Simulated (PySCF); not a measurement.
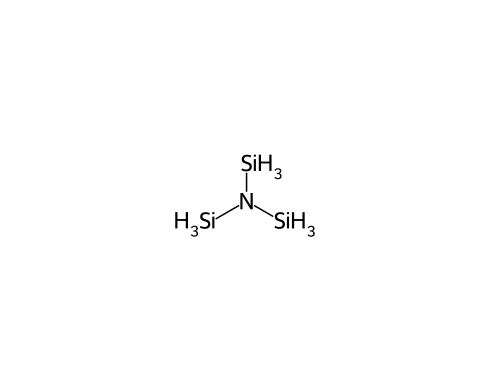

Computed geometry: GFN2-xTB optimisation. No frequency run is at hand to confirm it as a minimum. Level of theory: PBE0/def2-SVPD, gas phase (PySCF 2.14.0). Excitations: vertical, linear response.

Predict the main results.

The species is H9NSi3 (`[SiH3]N([SiH3])[SiH3]`).
- dipole moment: 0.02 D
- HOMO energy (Kohn–Sham orbital): −7.55 eV
- LUMO energy (Kohn–Sham orbital): −0.34 eV
- HOMO–LUMO gap: 7.21 eV
- mean static polarisability: 85.5 bohr³
- lowest vertical singlet excitation: 5.86 eV
- its oscillator strength: 0.000
- brightest of the 8 lowest singlets: 7.06 eV
- its oscillator strength: 0.06

The geometry is semi-empirical. Around Si such bond lengths and angles can be off by a tenth of an ångström or more and by several degrees, and values that hang on the shape move with them.
